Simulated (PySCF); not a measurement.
# C2H6GeO2 (SMILES CC(=O)[O][GeH3]): CAM-B3LYP/6-31G(d) (spherical functions)

What is the vertical singlet–triplet gap of C2H6GeO2 at CAM-B3LYP/6-31G* (spherical functions)? 

Program for the calculation: PySCF 2.14.0.

## 1. The structure to begin with

C2H6GeO2 has 11 atoms, charge 0, and is taken as a singlet. SMILES: `CC(=O)[O][GeH3]`. Geometry: relaxed at PBE0-D4/def2-TZVP. This is one conformer, not always the lowest.

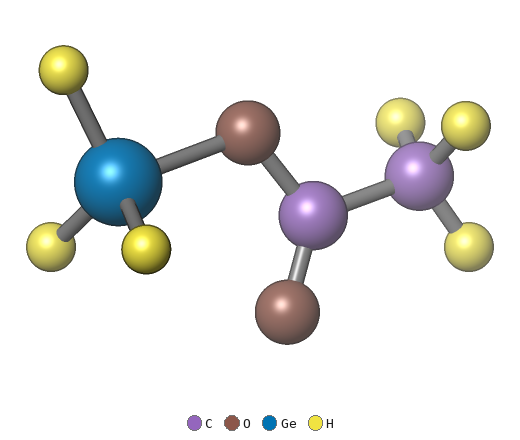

The structure, seen from a chosen angle (carbon purple, oxygen brown, germanium blue, hydrogen yellow).

## 2. The energy at CAM-B3LYP/6-31G(d) (spherical functions)

Input file input.py:

```python
from pyscf import gto, dft

molecule = gto.M(
    atom='''
C       -0.090500      -1.581400       1.218900
C       -0.290500      -0.567800       0.135400
O       -1.119200      -0.650000      -0.741100
O        0.544500       0.461500       0.221700
Ge       0.290200       1.698200      -1.108100
H       -0.791500      -2.402600       1.093700
H        0.935500      -1.952900       1.189100
H       -0.234400      -1.109000       2.192400
H       -1.116600       2.283800      -0.984700
H        1.370900       2.720600      -0.735600
H        0.566700       1.042700      -2.461200
''',
    basis='6-31g*',
    charge=0,
    verbose=4,
    max_memory=1860,
)

ks = dft.RKS(molecule, xc='cam-b3lyp')
ks.grids.level = 5
ks.conv_tol = 1e-10
ks.kernel()
if not ks.converged:
    ks = ks.newton().run(ks.mo_coeff, ks.mo_occ)

energy = ks.e_tot
print(f'total energy: {energy:.8f} hartree')
```

On the command line:

```sh
$ OMP_NUM_THREADS=1 python input.py
```

Output:

```text
PySCF version 2.14.0

[INPUT] num. atoms = 11
[INPUT] num. electrons = 66
[INPUT] charge = 0
[INPUT] spin (= nelec alpha-beta = 2S) = 0
[INPUT] symmetry False subgroup None
[INPUT] Mole.unit = angstrom
[INPUT] Symbol           X                Y                Z      unit          X                Y                Z       unit  Magmom
[INPUT]  1 C     -0.090500000000  -1.581400000000   1.218900000000 AA   -0.171020214273  -2.988412893387   2.303387173232 Bohr   0.0
[INPUT]  2 C     -0.290500000000  -0.567800000000   0.135400000000 AA   -0.548965439186  -1.072986493528   0.255868917266 Bohr   0.0
[INPUT]  3 O     -1.119200000000  -0.650000000000  -0.741100000000 AA   -2.114981478613  -1.228321980967  -1.400476030915 Bohr   0.0
[INPUT]  4 O      0.544500000000   0.461500000000   0.221700000000 AA    1.028955874826   0.872108606487   0.418952281816 Bohr   0.0
[INPUT]  5 Ge     0.290200000000   1.698200000000  -1.108100000000 AA    0.548398521349   3.209132904736  -2.094005518631 Bohr   0.0
[INPUT]  6 H     -0.791500000000  -2.402600000000   1.093700000000 AA   -1.495718227593  -4.540255986880   2.066793462437 Bohr   0.0
[INPUT]  7 H      0.935500000000  -1.952900000000   1.189100000000 AA    1.767838789531  -3.690446148663   2.247073334720 Bohr   0.0
[INPUT]  8 H     -0.234400000000  -1.109000000000   2.192400000000 AA   -0.442951803598  -2.095706272143   4.143035555496 Bohr   0.0
[INPUT]  9 H     -1.116600000000   2.283800000000  -0.984700000000 AA   -2.110068190689   4.315756523282  -1.860813314859 Bohr   0.0
[INPUT] 10 H      1.370900000000   2.720600000000  -0.735600000000 AA    2.590625544166   5.141188894492  -1.390082537230 Bohr   0.0
[INPUT] 11 H      0.566700000000   1.042700000000  -2.461200000000 AA    1.070907794791   1.970417430084  -4.650993937780 Bohr   0.0

nuclear repulsion = 358.390165134926
number of shells = 48
number of NR pGTOs = 227
number of NR cGTOs = 100
basis = 6-31g*
ecp = {}

******** <class 'pyscf.dft.rks.RKS'> ********
method = RKS
initial guess = minao
damping factor = 0
level_shift factor = 0
DIIS = <class 'pyscf.scf.diis.CDIIS'>
diis_start_cycle = 1
diis_space = 8
diis_damp = 0
SCF conv_tol = 1e-10
SCF conv_tol_grad = None
SCF max_cycles = 50
direct_scf = True
direct_scf_tol = 1e-13
XC library pyscf.dft.libxc version 7.0.0
    S. Lehtola, C. Steigemann, M. J.T. Oliveira, and M. A.L. Marques.,  SoftwareX 7, 1–5 (2018)
XC functionals = cam-b3lyp
    T. Yanai, D. P. Tew, and N. C. Handy.,  Chem. Phys. Lett. 393, 51 (2004)
radial grids:
    Treutler-Ahlrichs [JCP 102, 346 (1995); DOI:10.1063/1.469408] (M4) radial grids

becke partition: Becke, JCP 88, 2547 (1988); DOI:10.1063/1.454033
pruning grids: <function nwchem_prune>
grids dens level: 5
symmetrized grids: False
atomic radii adjust function: <function treutler_atomic_radii_adjust>
small_rho_cutoff = 0
Set gradient conv threshold to 1e-05
Initial guess from minao.
tot grids = 357888
init E= -2306.94854965476
  HOMO = -0.369183849266218  LUMO = -0.0354060104372786  gap/eV = 9.08256
cycle= 1 E= -2306.83639451383  delta_E= 0.112  |g|= 1.04  |ddm|= 3.08
  HOMO = -0.177908256497747  LUMO = 0.0413250576391295  gap/eV = 5.96564
cycle= 2 E= -2306.67812031143  delta_E= 0.158  |g|= 1.44  |ddm|= 1.66
  HOMO = -0.338822432930262  LUMO = 0.0426927658592557  gap/eV = 10.38156
cycle= 3 E= -2307.0292235785  delta_E= -0.351  |g|= 0.153  |ddm|= 0.998
  HOMO = -0.329290893753852  LUMO = 0.0427979972260206  gap/eV = 10.12505
cycle= 4 E= -2307.03277913461  delta_E= -0.00356  |g|= 0.0699  |ddm|= 0.144
  HOMO = -0.334898167658751  LUMO = 0.0454160802260533  gap/eV = 10.34888
cycle= 5 E= -2307.03361629394  delta_E= -0.000837  |g|= 0.0164  |ddm|= 0.0533
  HOMO = -0.334789239493599  LUMO = 0.0447859978595146  gap/eV = 10.32877
cycle= 6 E= -2307.03366885732  delta_E= -5.26e-05  |g|= 0.00387  |ddm|= 0.0136
  HOMO = -0.335145868971002  LUMO = 0.044788706257846  gap/eV = 10.33855
cycle= 7 E= -2307.03367193423  delta_E= -3.08e-06  |g|= 0.00106  |ddm|= 0.00415
  HOMO = -0.335321661278795  LUMO = 0.0447946492987699  gap/eV = 10.34349
cycle= 8 E= -2307.03367223349  delta_E= -2.99e-07  |g|= 0.000362  |ddm|= 0.00159
  HOMO = -0.335317356096778  LUMO = 0.044804423418491  gap/eV = 10.34364
cycle= 9 E= -2307.03367227138  delta_E= -3.79e-08  |g|= 7.03e-05  |ddm|= 0.00051
  HOMO = -0.335328318303097  LUMO = 0.0447996907959562  gap/eV = 10.34381
cycle= 10 E= -2307.03367227371  delta_E= -2.32e-09  |g|= 2.01e-05  |ddm|= 0.000153
  HOMO = -0.335330156180756  LUMO = 0.0448011719732815  gap/eV = 10.34390
cycle= 11 E= -2307.03367227386  delta_E= -1.47e-10  |g|= 6.73e-06  |ddm|= 3.42e-05
  HOMO = -0.335330317147766  LUMO = 0.0448013803941119  gap/eV = 10.34391
cycle= 12 E= -2307.03367227387  delta_E= -1.23e-11  |g|= 2.6e-06  |ddm|= 1.22e-05
  HOMO = -0.335330461179249  LUMO = 0.0448013650067867  gap/eV = 10.34391
Extra cycle  E= -2307.03367227387  delta_E= -1.82e-12  |g|= 2.8e-06  |ddm|= 4.06e-06
converged SCF energy = -2307.03367227387
total energy: -2307.03367227 hartree
```

Wall time 66 s (1 thread of Arm Neoverse V1, shared host); peak memory 0.53 GiB.

## 3. The triplet at the same level

Input file run.py:

```python
from pyscf import gto, dft

mol = gto.Mole()
mol.atom = '''
C     -0.171020    -2.988413     2.303387
C     -0.548965    -1.072986     0.255869
O     -2.114981    -1.228322    -1.400476
O      1.028956     0.872109     0.418952
Ge     0.548399     3.209133    -2.094006
H     -1.495718    -4.540256     2.066793
H      1.767839    -3.690446     2.247073
H     -0.442952    -2.095706     4.143036
H     -2.110068     4.315757    -1.860813
H      2.590626     5.141189    -1.390083
H      1.070908     1.970417    -4.650994
'''
mol.spin = 2
mol.verbose = 4
mol.unit = 'bohr'
mol.charge = 0
mol.basis = '6-31g*'
mol.max_memory = 1860
mol.build()

mf = dft.UKS(mol, xc='cam-b3lyp')
mf.conv_tol = 1e-10
mf.grids.level = 5
mf.kernel()
if not mf.converged:
    mf = mf.newton().run(mf.mo_coeff, mf.mo_occ)

e_tot = mf.e_tot
print(f'total energy: {e_tot:.8f} hartree')
```

On the command line:

```sh
$ OMP_NUM_THREADS=1 python run.py
```

Output:

```text
PySCF version 2.14.0

[INPUT] num. atoms = 11
[INPUT] num. electrons = 66
[INPUT] charge = 0
[INPUT] spin (= nelec alpha-beta = 2S) = 2
[INPUT] symmetry False subgroup None
[INPUT] Mole.unit = bohr
[INPUT] Symbol           X                Y                Z      unit          X                Y                Z       unit  Magmom
[INPUT]  1 C     -0.090499886612  -1.581400056417   1.218899908329 AA   -0.171020000000  -2.988413000000   2.303387000000 Bohr   0.0
[INPUT]  2 C     -0.290499767593  -0.567799738836   0.135400043781 AA   -0.548965000000  -1.072986000000   0.255869000000 Bohr   0.0
[INPUT]  3 O     -1.119199746729  -0.650000010072  -0.741099983640 AA   -2.114981000000  -1.228322000000  -1.400476000000 Bohr   0.0
[INPUT]  4 O      0.544500066239   0.461500208238   0.221699850869 AA    1.028956000000   0.872109000000   0.418952000000 Bohr   0.0
[INPUT]  5 Ge     0.290200253291   1.698200050411  -1.108100254730 AA    0.548399000000   3.209133000000  -2.094006000000 Bohr   0.0
[INPUT]  6 H     -0.791499879563  -2.402600006943   1.093699755289 AA   -1.495718000000  -4.540256000000   2.066793000000 Bohr   0.0
[INPUT]  7 H      0.935500111376  -1.952899921331   1.189099822874 AA    1.767839000000  -3.690446000000   2.247073000000 Bohr   0.0
[INPUT]  8 H     -0.234400103931  -1.108999855988   2.192400235221 AA   -0.442952000000  -2.095706000000   4.143036000000 Bohr   0.0
[INPUT]  9 H     -1.116599899092   2.283800252268  -0.984699833384 AA   -2.110068000000   4.315757000000  -1.860813000000 Bohr   0.0
[INPUT] 10 H      1.370900241217   2.720600055833  -0.735600244887 AA    2.590626000000   5.141189000000  -1.390083000000 Bohr   0.0
[INPUT] 11 H      0.566700108592   1.042699772409  -2.461200032926 AA    1.070908000000   1.970417000000  -4.650994000000 Bohr   0.0

nuclear repulsion = 358.390163727773
number of shells = 48
number of NR pGTOs = 227
number of NR cGTOs = 100
basis = 6-31g*
ecp = {}

******** <class 'pyscf.dft.uks.UKS'> ********
method = UKS
initial guess = minao
damping factor = 0
level_shift factor = 0
DIIS = <class 'pyscf.scf.diis.CDIIS'>
diis_start_cycle = 1
diis_space = 8
diis_damp = 0
SCF conv_tol = 1e-10
SCF conv_tol_grad = None
SCF max_cycles = 50
direct_scf = True
direct_scf_tol = 1e-13
number electrons alpha = 34  beta = 32
XC library pyscf.dft.libxc version 7.0.0
    S. Lehtola, C. Steigemann, M. J.T. Oliveira, and M. A.L. Marques.,  SoftwareX 7, 1–5 (2018)
XC functionals = cam-b3lyp
    T. Yanai, D. P. Tew, and N. C. Handy.,  Chem. Phys. Lett. 393, 51 (2004)
radial grids:
    Treutler-Ahlrichs [JCP 102, 346 (1995); DOI:10.1063/1.469408] (M4) radial grids

becke partition: Becke, JCP 88, 2547 (1988); DOI:10.1063/1.454033
pruning grids: <function nwchem_prune>
grids dens level: 5
symmetrized grids: False
atomic radii adjust function: <function treutler_atomic_radii_adjust>
small_rho_cutoff = 0
Set gradient conv threshold to 1e-05
tot grids = 357888
init E= -2306.94854954054
[... the frontier-level lines of each cycle are left out ...]



cycle= 1 E= -2306.39094415785  delta_E= 0.558  |g|=  0.8  |ddm|= 2.36


cycle= 2 E= -2304.61881373285  delta_E= 1.77  |g|= 1.97  |ddm|= 4.11


cycle= 3 E= -2306.78661833437  delta_E= -2.17  |g|= 0.255  |ddm|= 3.85


cycle= 4 E= -2306.81012455527  delta_E= -0.0235  |g|= 0.192  |ddm|= 0.279


cycle= 5 E= -2306.82562154695  delta_E= -0.0155  |g|= 0.0862  |ddm|= 0.135


cycle= 6 E= -2306.83086799774  delta_E= -0.00525  |g|= 0.0497  |ddm|= 0.136


cycle= 7 E= -2306.83253943988  delta_E= -0.00167  |g|= 0.0078  |ddm|= 0.0876


cycle= 8 E= -2306.83260615651  delta_E= -6.67e-05  |g|= 0.00314  |ddm|= 0.0144


cycle= 9 E= -2306.83263091648  delta_E= -2.48e-05  |g|= 0.00156  |ddm|= 0.0111


cycle= 10 E= -2306.83263735891  delta_E= -6.44e-06  |g|= 0.000951  |ddm|= 0.00559


cycle= 11 E= -2306.83263950872  delta_E= -2.15e-06  |g|= 0.000385  |ddm|= 0.00338


cycle= 12 E= -2306.83264007772  delta_E= -5.69e-07  |g|= 0.000152  |ddm|= 0.00174


cycle= 13 E= -2306.83264014558  delta_E= -6.79e-08  |g|= 8.22e-05  |ddm|= 0.000554


cycle= 14 E= -2306.83264016142  delta_E= -1.58e-08  |g|= 3.06e-05  |ddm|= 0.00031


cycle= 15 E= -2306.83264016272  delta_E= -1.3e-09  |g|= 3.49e-05  |ddm|= 9.22e-05


cycle= 16 E= -2306.83264016376  delta_E= -1.04e-09  |g|= 7.37e-06  |ddm|= 7.39e-05


cycle= 17 E= -2306.83264016405  delta_E= -2.88e-10  |g|= 6.02e-06  |ddm|= 2.74e-05


cycle= 18 E= -2306.8326401643  delta_E= -2.48e-10  |g|= 5.12e-06  |ddm|= 2.66e-05


cycle= 19 E= -2306.83264016471  delta_E= -4.16e-10  |g|= 3.63e-06  |ddm|= 5.59e-05


cycle= 20 E= -2306.83264016492  delta_E= -2.08e-10  |g|= 2.5e-06  |ddm|= 4.8e-05


cycle= 21 E= -2306.83264016502  delta_E= -9.73e-11  |g|= 1.07e-06  |ddm|= 4.14e-05


Extra cycle  E= -2306.83264016502  delta_E= 1.36e-12  |g|= 9.17e-07  |ddm|= 2.98e-06
converged SCF energy = -2306.83264016502  <S^2> = 2.0057536  2S+1 = 3.0038333
total energy: -2306.83264017 hartree
```

Wall time 2.7 min (1 thread of Arm Neoverse V1, shared host); peak memory 0.56 GiB.

## 4. What came out

Level: CAM-B3LYP/6-31G* (spherical functions).

| quantity | value |
| --- | --- |
| singlet: total energy | -2307.03367 Eh |
| singlet: dipole moment | 1.40 D |
| singlet: HOMO energy | -9.12 eV |
| singlet: LUMO energy | 1.22 eV |
| singlet: HOMO–LUMO gap | 10.34 eV |
| triplet: total energy | -2306.83264 Eh |
| triplet: dipole moment | 0.85 D |
| triplet: HOMO energy (highest over α and β) | -3.65 eV |
| triplet: LUMO energy (lowest over α and β) | -3.64 eV |
| triplet: ⟨S²⟩ | 2.006 |
| vertical energy of the triplet above the singlet | 5.470 eV |

At this shape the triplet lies 5.47 eV (126 kcal/mol) above the singlet. Mulliken charges (singlet) run from -0.52 on C1 to +0.59 on C2; they depend strongly on the basis. Mulliken charges (triplet) run from -0.51 on O4 to +0.40 on C2; they depend strongly on the basis.
